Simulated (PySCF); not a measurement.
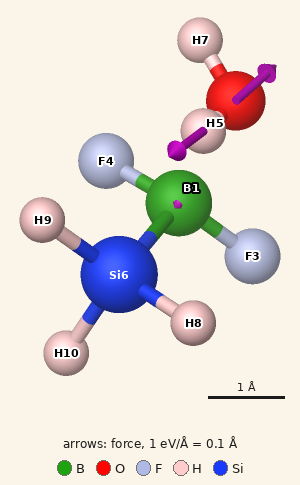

Starting geometry of BSiH5OF2 (started from a transition state, displaced along its imaginary mode) with the computed forces as purple arrows. The picture is a ball-and-stick view, seen from a free direction.

All numbers below come from PySCF, RKS PBE0-D4/def2-TZVP, density fitting. 

What follows when this structure is relaxed?

Answer. It isn't relaxed: the largest force vector, on the O atom, is 10.31 eV/Å. The final displacements run against the starting forces (cosine between the two patterns −0.36). The largest move after the best rigid fit is that of an H atom, 1.46 Å. Largest moves by element: H 1.46 Å, O 0.37 Å, Si 0.27 Å, B 0.26 Å, F 0.25 Å. Some distances before and after: B–H 1.654 → 2.346 Å, B–O 1.696 → 1.888 Å, H–O 0.843 → 0.965 Å, B–Si 2.157 → 2.039 Å. Among the angles between lasting bonds that change: B–Si–H 92.6° → 111.2°, B–Si–H 120.1° → 110.9°, B–Si–H 117.5° → 111.0°. The energy falls by 132.1 kJ/mol in 80 geometry steps.
